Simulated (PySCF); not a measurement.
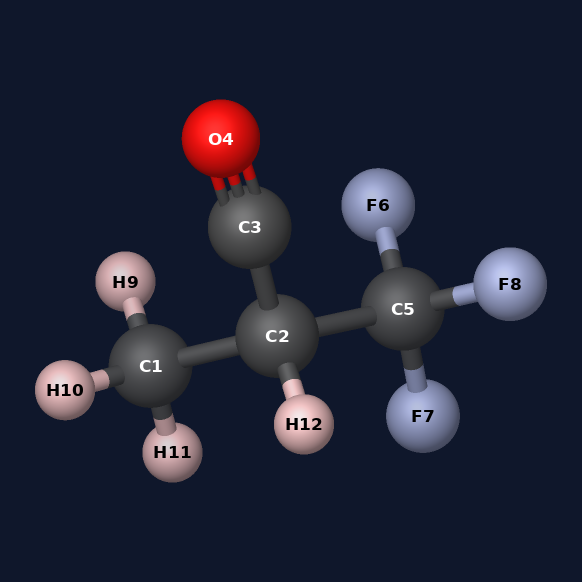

The species has charge +1 and is a spin singlet. The geometry was computed by an optimisation with GFN2-xTB. No frequency run is at hand to confirm it as a minimum. Properties computed with B3LYP/pcJ-1 indirect spin-spin coupling, non-relativistic, gas phase (PySCF 2.14.0). Isotopes: 13C, 19F, 1H, 17O.

Give the spin–spin coupling constants of these pairs, with the number of bonds between them: C5/F8, F6/F8, C3/F7, F6/H12, F7/H12.

```json
{"pair": "C5, F8", "bonds apart": "1", "J (Hz)": "−374.5"}
{"pair": "F6, F8", "bonds apart": "2", "J (Hz)": "18.5"}
{"pair": "C3, F7", "bonds apart": "3", "J (Hz)": "4.3"}
{"pair": "F6, H12", "bonds apart": "3", "J (Hz)": "9.8"}
{"pair": "F7, H12", "bonds apart": "3", "J (Hz)": "−1.6"}
```

Density functionals are unreliable for couplings to fluorine, so those rows may be far off.
